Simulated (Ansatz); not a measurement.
# ZnBrCl + H2: a complex and its separated parts, part 2 of 2

Ansatz 0.2.0, Gaussian basis. The steps go on from the part before.

## (14) wB97X-V/def2-TZVPP

The inputs:

parta/in.yaml

```yaml
crystal:
  periodic: [false, false, false]
  atoms:
    - {symbol: Zn, position_ang: [-0.678229, -0.790329, -0.385463]}
    - {symbol: Br, position_ang: [0.846909, -1.383024, -1.886616]}
    - {symbol: Cl, position_ang: [-2.112027, -0.233094, 1.025823]}
basis:
  gaussian: {orbitals: def2-TZVPP}
hamiltonian: {xc: {name: wB97X-V}}
```

partb/in.yaml

```yaml
crystal:
  periodic: [false, false, false]
  atoms:
    - {symbol: H, position_ang: [1.237145, 1.114652, 0.376394]}
    - {symbol: H, position_ang: [0.706200, 1.291793, 0.869861]}
basis:
  gaussian: {orbitals: def2-TZVPP}
hamiltonian: {xc: {name: wB97X-V}}
```

One command serves all of them, each in its own folder.

The run is started by

```sh
ansatz run in.yaml --threads 4 --pin off --events-out ev --progress --plain --max-ram 9574MiB
```

Log of parta (excerpt; [...] marks lines left out):

```text
Functional definition: wB97X-V
  name "wB97X-V"
  cite "Mardirossian & Head-Gordon, Phys. Chem. Chem. Phys. 16, 9904 (2014) doi:10.1039/C3CP54374A"
  cite "Becke, J. Chem. Phys. 107, 8554 (1997) doi:10.1063/1.475007"
  cite "Vydrov & Van Voorhis, J. Chem. Phys. 133, 244103 (2010) doi:10.1063/1.3521275"
[...]
      + integral(e_c_pw_opposite_spin*poly(b97_u_opposite, cos0, cos1)) + vv10(b, c)
1259 factors; their error is unknown
156 factors; integrals over basis functions are off by at most 6.3e-5 eV
[...]
mean field -130979.53467572 eV, -4813.4091182156 hartree, gradient 4.4e-5 eV, S^2 0.000000; 0 other end points of the search recorded, 0 dependent functions left out
reference -130979.53467399 eV, -4813.4091181518 hartree; 41, 41 occupied and 113, 113 virtual orbitals, 1259 factors
Total energy: -130979.53467399 eV, -4813.4091181518 hartree
```

Log of partb (excerpt; [...] marks lines left out):

```text
[... 5 set-up lines as earlier in the session ...]
[...]
      + integral(e_c_pw_opposite_spin*poly(b97_u_opposite, cos0, cos1)) + vv10(b, c)
118 factors; their error is unknown
42 factors; integrals over basis functions are off by at most 3.0e-5 eV
[...]
mean field -31.90859882 eV, -1.1726193782 hartree, gradient 8.8e-5 eV, S^2 0.000000; 0 other end points of the search recorded, 0 dependent functions left out
reference -31.90859782 eV, -1.1726193414 hartree; 1, 1 occupied and 27, 27 virtual orbitals, 118 factors
Total energy: -31.90859782 eV, -1.1726193414 hartree
```

They took 2.8 s (parta), 0.15 s (partb) on 4 threads of Arm Neoverse V2, shared host.

## (15) wB97M-V/def2-TZVPP

Each input of step 14 (parta, partb) changes in the same lines:

```diff
-hamiltonian: {xc: {name: wB97X-V}}
+hamiltonian: {xc: {name: wB97M-V}}
```

The same command starts each run, in its folder.

The run is started by

```sh
ansatz run in.yaml --threads 4 --pin off --events-out ev --progress --plain --max-ram 9574MiB
```

Log of parta (excerpt; [...] marks lines left out):

```text
Functional definition: wB97M-V
  name "wB97M-V"
  cite "Mardirossian & Head-Gordon, J. Chem. Phys. 144, 214110 (2016) doi:10.1063/1.4952647"
[... 2 set-up lines as earlier in the session ...]
  # Of w^i u^j: cxij and so on, Table III.
[...]
  gx(w, u) = 1 - cx + cx01*u + cx10*w
[...]
1254 factors; their error is unknown
156 factors; integrals over basis functions are off by at most 6.3e-5 eV
[...]
mean field -130985.32362337 eV, -4813.6218581176 hartree, gradient 4.3e-5 eV, S^2 0.000000; 0 other end points of the search recorded, 0 dependent functions left out
reference -130985.32366582 eV, -4813.6218596776 hartree; 41, 41 occupied and 113, 113 virtual orbitals, 1254 factors
Total energy: -130985.32366582 eV, -4813.6218596776 hartree
```

partb printed (excerpt; [...] marks lines left out):

```text
[... 5 set-up lines as earlier in the session ...]
  # Of w^i u^j: cxij and so on, Table III.
[...]
  gx(w, u) = 1 - cx + cx01*u + cx10*w
[...]
      + integral(e_c_pw_mod_opposite_spin*gos(b97_w_opposite, b97_u_opposite)) + vv10(b, c)
118 factors; their error is unknown
42 factors; integrals over basis functions are off by at most 3.0e-5 eV
[...]
mean field -31.60111184 eV, -1.1613194399 hartree, gradient 7.3e-6 eV, S^2 0.000000; 0 other end points of the search recorded, 0 dependent functions left out
reference -31.60113609 eV, -1.1613203314 hartree; 1, 1 occupied and 27, 27 virtual orbitals, 118 factors
Total energy: -31.60113609 eV, -1.1613203314 hartree
```

They took 3.4 s (parta), 0.15 s (partb) on 4 threads of Arm Neoverse V2, shared host.

## (16) B2PLYP/def2-TZVPP

parta/in.yaml: that of step 15 with these lines changed.

```diff
@@ -8,2 +8,3 @@
   gaussian: {orbitals: def2-TZVPP}
-hamiltonian: {xc: {name: wB97M-V}}
+hamiltonian: {xc: {name: B2PLYP}}
+correlation: {frozen_orbitals: {Br: 9, Cl: 5, Zn: 9}}
```

partb/in.yaml: that of step 15 with these lines changed.

```diff
@@ -7,2 +7,2 @@
   gaussian: {orbitals: def2-TZVPP}
-hamiltonian: {xc: {name: wB97M-V}}
+hamiltonian: {xc: {name: B2PLYP}}
```

The same command starts each run, in its folder.

The run is started by

```sh
ansatz run in.yaml --threads 4 --pin off --events-out ev --progress --plain --max-ram 9574MiB
```

parta printed (excerpt; [...] marks lines left out):

```text
Functional definition: B2PLYP
  name "B2PLYP"
  cite "Grimme, J. Chem. Phys. 124, 034108 (2006) doi:10.1063/1.2148954"
[... 2 set-up lines as earlier in the session ...]
[...]
1029 factors; integrals over basis functions are off by at most 1.0e-3 eV
[...]
mean field -130962.60302373 eV, -4812.7868914814 hartree, gradient 3.5e-6 eV, S^2 0.000000; 0 other end points of the search recorded, 0 dependent functions left out
23 core orbitals not correlated: weight in the atoms' cores, before any rotation towards them, 1.000 or more for the frozen orbitals, at most 0.000 for the correlated occupied ones
reference -130962.60316473 eV, -4812.7868966630 hartree; 18, 18 occupied and 113, 113 virtual orbitals, 1029 factors
second order -30.62086214 eV of doubles, -0.00000000 eV of singles
Total energy: -130970.87079751 eV, -4813.0907265636 hartree
```

Log of partb (excerpt; [...] marks lines left out):

```text
[... 5 set-up lines as earlier in the session ...]
[...]
145 factors; integrals over basis functions are off by at most 7.3e-4 eV
[...]
mean field -31.55848754 eV, -1.1597530260 hartree, gradient 1.1e-6 eV, S^2 0.000000; 0 other end points of the search recorded, 0 dependent functions left out
reference -31.55857696 eV, -1.1597563119 hartree; 1, 1 occupied and 27, 27 virtual orbitals, 145 factors
second order -1.02366828 eV of doubles, -0.00000000 eV of singles
Total energy: -31.83496739 eV, -1.1699134730 hartree
```

Times: 2.2 s (parta), 0.1 s (partb) on 4 threads of Arm Neoverse V2, shared host.

## (17) PBE-QIDH/def2-TZVPP

The same edit goes into each in.yaml of step 16 (parta, partb):

```diff
-hamiltonian: {xc: {name: B2PLYP}}
+hamiltonian: {xc: {name: PBE-QIDH}}
```

Each run has its own folder and the same command.

The run is started by

```sh
ansatz run in.yaml --threads 4 --pin off --events-out ev --progress --plain --max-ram 9574MiB
```

Log of parta (excerpt; [...] marks lines left out):

```text
Functional definition: PBE-QIDH
  name "PBE-QIDH"
  cite "Brémond, Sancho-García, Pérez-Jiménez & Adamo, J. Chem. Phys. 141, 031101 (2014) doi:10.1063/1.4890314"
[... 1 set-up line as earlier in the session ...]
[...]
1029 factors; integrals over basis functions are off by at most 1.0e-3 eV
[...]
mean field -130946.56947846 eV, -4812.1976695608 hartree, gradient 2.0e-6 eV, S^2 0.000000; 0 other end points of the search recorded, 0 dependent functions left out
23 core orbitals not correlated: weight in the atoms' cores, before any rotation towards them, 1.000 or more for the frozen orbitals, at most 0.000 for the correlated occupied ones
reference -130946.56948948 eV, -4812.1976699656 hartree; 18, 18 occupied and 113, 113 virtual orbitals, 1029 factors
second order -28.65375081 eV of doubles, -0.00000000 eV of singles
Total energy: -130956.12073975 eV, -4812.5486719389 hartree
```

Log of partb (excerpt; [...] marks lines left out):

```text
[... 4 set-up lines as earlier in the session ...]
[...]
145 factors; integrals over basis functions are off by at most 7.3e-4 eV
[...]
mean field -31.52724681 eV, -1.1586049502 hartree, gradient 1.4e-6 eV, S^2 0.000000; 0 other end points of the search recorded, 0 dependent functions left out
reference -31.52725323 eV, -1.1586051861 hartree; 1, 1 occupied and 27, 27 virtual orbitals, 145 factors
second order -0.95920858 eV of doubles, -0.00000000 eV of singles
Total energy: -31.84698942 eV, -1.1703552745 hartree
```

They took 2.1 s (parta), 0.1 s (partb) on 4 threads of Arm Neoverse V2, shared host.

## (18) RPA on PBE/def2-TZVPP

parta/in.yaml: that of step 17 with these lines changed.

```diff
@@ -8,3 +8,3 @@
   gaussian: {orbitals: def2-TZVPP}
-hamiltonian: {xc: {name: PBE-QIDH}}
-correlation: {frozen_orbitals: {Br: 9, Cl: 5, Zn: 9}}
+hamiltonian: {xc: pbe}
+correlation: {method: rpa, frozen_orbitals: {Br: 9, Cl: 5, Zn: 9}}
```

partb/in.yaml: that of step 17 with these lines changed.

```diff
@@ -7,2 +7,3 @@
   gaussian: {orbitals: def2-TZVPP}
-hamiltonian: {xc: {name: PBE-QIDH}}
+hamiltonian: {xc: pbe}
+correlation: {method: rpa}
```

The same command starts each run, in its folder.

The run is started by

```sh
ansatz run in.yaml --threads 4 --pin off --events-out ev --progress --plain --max-ram 9574MiB
```

Log of parta (excerpt; [...] marks lines left out):

```text
[... 4 set-up lines as earlier in the session ...]
[...]
1029 factors; integrals over basis functions are off by at most 1.0e-3 eV
[...]
mean field -130969.44142409 eV, -4813.0381980596 hartree, gradient 1.4e-6 eV, S^2 0.000000; 0 other end points of the search recorded, 0 dependent functions left out
23 core orbitals not correlated: weight in the atoms' cores, before any rotation towards them, 1.000 or more for the frozen orbitals, at most 0.000 for the correlated occupied ones
reference -130881.27588384 eV, -4809.7981742159 hartree; 18, 18 occupied and 113, 113 virtual orbitals, 1029 factors
Total energy: -130917.13329795 eV, -4811.1159098794 hartree
```

Log of partb (excerpt; [...] marks lines left out):

```text
[... 4 set-up lines as earlier in the session ...]
[...]
145 factors; integrals over basis functions are off by at most 7.3e-4 eV
[...]
mean field -31.73221953 eV, -1.1661375588 hartree, gradient 1.4e-6 eV, S^2 0.000000; 0 other end points of the search recorded, 0 dependent functions left out
reference -30.80639360 eV, -1.1321140835 hartree; 1, 1 occupied and 27, 27 virtual orbitals, 145 factors
Total energy: -32.86230371 eV, -1.2076673866 hartree
```

Wall times: 1.7 s (parta), 0.1 s (partb) on 4 threads of Arm Neoverse V2, shared host.

## (19) CCSD(T)/def2-TZVPP

parta/in.yaml: that of step 18 with these lines changed.

```diff
@@ -8,3 +8,2 @@
   gaussian: {orbitals: def2-TZVPP}
-hamiltonian: {xc: pbe}
-correlation: {method: rpa, frozen_orbitals: {Br: 9, Cl: 5, Zn: 9}}
+correlation: {method: ccsd_t, frozen_orbitals: {Br: 9, Cl: 5, Zn: 9}}
```

partb/in.yaml: that of step 18 with these lines changed.

```diff
@@ -7,3 +7,2 @@
   gaussian: {orbitals: def2-TZVPP}
-hamiltonian: {xc: pbe}
-correlation: {method: rpa}
+correlation: {method: ccsd_t}
```

One command serves all of them, each in its own folder.

The run is started by

```sh
ansatz run in.yaml --threads 4 --pin off --events-out ev --progress --plain --max-ram 9574MiB
```

parta printed (excerpt; [...] marks lines left out):

```text
Functional definition: HF
  name "HF"
  cite "Fock, Z. Phys. 61, 126 (1930) doi:10.1007/BF01340294"
[... 1 set-up line as earlier in the session ...]
[...]
1029 factors; integrals over basis functions are off by at most 1.0e-3 eV
[...]
mean field -130883.03852360 eV, -4809.8629500323 hartree, gradient 3.9e-6 eV, S^2 0.000000; 0 other end points of the search recorded, 0 dependent functions left out
23 core orbitals not correlated: weight in the atoms' cores, before any rotation towards them, 1.000 or more for the frozen orbitals, at most 0.000 for the correlated occupied ones
reference -130883.03852360 eV, -4809.8629500323 hartree; 18, 18 occupied and 113, 113 virtual orbitals, 1029 factors
second order -25.88321672 eV of doubles, -0.00000000 eV of singles
cycle   1  -24.44689261 eV  change     1.4e0 eV  update   1.1e-1
[...]
cycle  10  -25.17241484 eV  change   -1.3e-5 eV  update   7.6e-6
perturbative correction -0.84500586 eV, -0.0310533927 hartree
Total energy: -130909.05594430 eV, -4810.8190726079 hartree
```

partb printed (excerpt; [...] marks lines left out):

```text
[... 4 set-up lines as earlier in the session ...]
[...]
145 factors; integrals over basis functions are off by at most 7.3e-4 eV
[...]
mean field -30.82769809 eV, -1.1328970090 hartree, gradient 4.2e-7 eV, S^2 0.000000; 0 other end points of the search recorded, 0 dependent functions left out
reference -30.82769809 eV, -1.1328970090 hartree; 1, 1 occupied and 27, 27 virtual orbitals, 145 factors
second order -0.86257648 eV of doubles, -0.00000000 eV of singles
cycle   1  -1.00723312 eV  change   -1.4e-1 eV  update   2.6e-2
[...]
cycle   7  -1.07308391 eV  change    5.1e-7 eV  update   4.1e-7
perturbative correction -0.00000000 eV, -0.0000000000 hartree
Total energy: -31.90078200 eV, -1.1723321155 hartree
```

They took 7 s (parta), 0.1 s (partb) on 4 threads of Arm Neoverse V2, shared host; peak memory 0.75 GiB.

## (20) Vibrations of ZnBrCl

vib-parta/in.yaml reads:

```yaml
crystal:
  periodic: [false, false, false]
  atoms:
    - {symbol: Zn, position_ang: [-0.678229, -0.790329, -0.385463]}
    - {symbol: Br, position_ang: [0.846909, -1.383024, -1.886616]}
    - {symbol: Cl, position_ang: [-2.112027, -0.233094, 1.025823]}
basis:
  gaussian: {orbitals: def2-TZVP}
hamiltonian: {xc: pbe0, dispersion: d4}
phonons: {temperatures: {t_min: 298.15, t_max: 900, t_step: 200}}
```

The run is started by

```sh
ansatz run in.yaml --threads 4 --pin off --events-out ev --progress --plain --max-ram 9574MiB
```

What it wrote (excerpt; [...] marks lines left out):

```text
[... 5 set-up lines as earlier in the session ...]
[...]
1022 factors; integrals over basis functions are off by at most 2.2e-4 eV
[...]
Total energy: -130973.49731481 eV, -4813.1872492941 hartree
Atom 0 at    -0.678229    -0.790329    -0.385463 Å, force     0.000038     0.000009    -0.000014 eV/Å
Atom 1 at     0.846909    -1.383024    -1.886616 Å, force     0.000220    -0.000097    -0.000228 eV/Å
Atom 2 at    -2.112027    -0.233094     1.025823 Å, force    -0.000258     0.000088     0.000241 eV/Å
Dipole moment:     0.042308    -0.016454    -0.041655 e Å
Vibrations: 93.27 93.27 270.79 471.51 cm⁻¹, zero-point energy 0.057582 eV
```

Run time: 21 s. Hardware: 4 threads of Arm Neoverse V2, shared host.

The modes, with what each moves most:

```csv
mode,wavenumber (cm⁻¹),character
1,93,bend
2,93,bend
3,271,Zn–Br stretch
4,472,Zn–Cl stretch
```

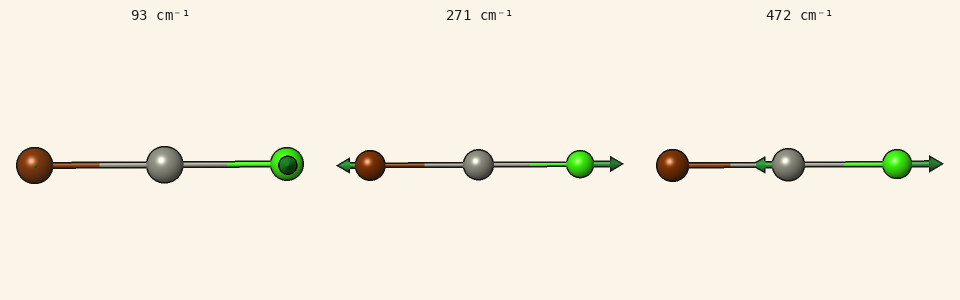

Displacements of 3 modes, as arrows.

Vibrational sums (real modes only):

```csv
T (K),entropy (J/mol/K),heat capacity (J/mol/K)
298,39.8,29.1
498,55.4,31.6
698,66.2,32.4
898,74.4,32.7
```

## (21) Vibrations of H2

vib-partb/in.yaml reads:

```yaml
crystal:
  periodic: [false, false, false]
  atoms:
    - {symbol: H, position_ang: [1.237145, 1.114652, 0.376394]}
    - {symbol: H, position_ang: [0.706200, 1.291793, 0.869861]}
basis:
  gaussian: {orbitals: def2-TZVP}
hamiltonian: {xc: pbe0, dispersion: d4}
phonons: {temperatures: {t_min: 298.15, t_max: 900, t_step: 200}}
```

The run is started by

```sh
ansatz run in.yaml --threads 4 --pin off --events-out ev --progress --plain --max-ram 9574MiB
```

What it wrote (excerpt; [...] marks lines left out):

```text
[... 5 set-up lines as earlier in the session ...]
[...]
88 factors; their error is unknown
[...]
mean field -31.78865265 eV, -1.1682114379 hartree, gradient 1.8e-5 eV, S^2 0.000000; 0 other end points of the search recorded, 0 dependent functions left out
[...]
reference -31.78856199 eV, -1.1682081062 hartree; 1, 1 occupied and 11, 11 virtual orbitals, 88 factors
Total energy: -31.79027508 eV, -1.1682710609 hartree
Atom 0 at     1.237145     1.114652     0.376394 Å, force    -0.001740     0.000581     0.001617 eV/Å
Atom 1 at     0.706200     1.291793     0.869861 Å, force     0.001740    -0.000581    -0.001617 eV/Å
Dipole moment:    -0.000000     0.000000     0.000000 e Å
Vibrations: 4414.12 cm⁻¹, zero-point energy 0.273641 eV
```

Wall time 0.15 s (4 threads of Arm Neoverse V2, shared host).

The modes, with what each moves most:

```csv
mode,wavenumber (cm⁻¹),character
1,4414,H–H stretch
```

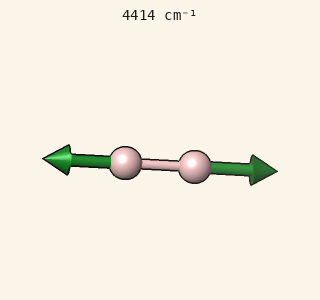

Displacements of 1 modes, as arrows.

Vibrational sums (real modes only):

```csv
T (K),entropy (J/mol/K),heat capacity (J/mol/K)
298,0.0,0.0
498,0.0,0.0
698,0.0,0.1
898,0.1,0.4
```

## (22) Complex less separated parts

The complex's own energies come from single points at the same levels.

Rows are in def2-TZVPP; times add the 3 runs of a level on a shared host, so small differences are noise.

Differences are taken before rounding.

```csv
method,rung,complex less parts (kJ/mol),from CCSD(T) (kJ/mol),time
SPW92,LDA,-11.9,-8.6,1.3 s
PBE-D4,GGA,-5.4,-2.2,1.9 s
BLYP-D4,GGA,-2.3,+1.0,2.1 s
r2SCAN-D4,meta-GGA,-5.3,-2.0,4.7 s
B97M-V,meta-GGA,-4.7,-1.5,9.3 s
PBE0-D4,hybrid,-5.7,-2.5,3.5 s
B3LYP-D4,hybrid,-3.6,-0.4,3 s
r2SCAN0-D4,hybrid,-5.9,-2.7,6 s
BHLYP-D4,hybrid,-4.9,-1.7,3.1 s
CAM-B3LYP-D4,range-separated hybrid,-4.5,-1.3,3.3 s
wB97X-V,range-separated hybrid,-5.3,-2.1,6.6 s
wB97M-V,range-separated hybrid,-5.3,-2.0,8.4 s
B2PLYP,double hybrid,-1.1,+2.1,5.1 s
PBE-QIDH,double hybrid,-3.8,-0.6,5.3 s
RPA on PBE,RPA,-1.0,+2.2,4.1 s
Hartree-Fock,wavefunction,0.9,+4.1,
MP2,wavefunction,-2.9,+0.3,
CCSD,wavefunction,-2.8,+0.4,
CCSD(T),wavefunction,-3.2,0,47 s
```

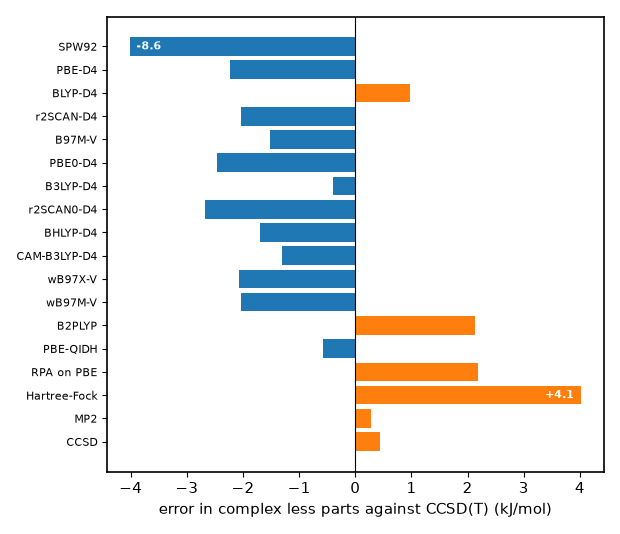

Deviations from CCSD(T), method by method. Bars with a number in them are cut short.

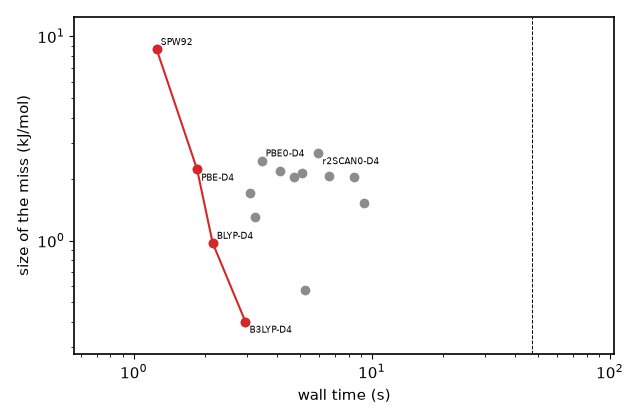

Accuracy for the time spent; red marks the levels that beat every quicker one drawn (of those quicker than the yardstick), and the dashed line is the time of CCSD(T). Only those levels and the largest misses are named. Times are from a shared host.

B3LYP-D4 reaches 0.4 kJ/mol from the reference in 3 s, where CCSD(T) took 47 s; the quickest level in the cost chart, SPW92, takes 1.3 s and misses by 8.6 kJ/mol.

The complex's zero-point energy, from a separate PBE0-D4 run, is 0.385 eV.

## (23) Outcome

What follows sums up all 2 parts.

| quantity | value |
| --- | --- |
| complex less parts, CCSD(T)/def2-TZVPP | -3.2 kJ/mol |
| with zero-point energy | +1.9 kJ/mol |
| largest T1 diagnostic | 0.011 |

**Reading.** At CCSD(T) the complex lies 3.2 kJ/mol below its parts. B3LYP-D4 is the best functional here (-0.4 kJ/mol from CCSD(T)); SPW92 is the worst (-8.6 kJ/mol). Mean unsigned error by rung: LDA 8.6, GGA 1.6, meta-GGA 1.8, hybrid 1.8, range-separated hybrid 1.8, double hybrid 1.4 kJ/mol. PBE-D4 gives a relative energy 2.2 kJ/mol too low, an error of 69 % of the reference. No counterpoise was applied, and triple zeta lacks some correlation, so the CCSD(T) reference has a basis error of its own, and close matches with it are partly luck.
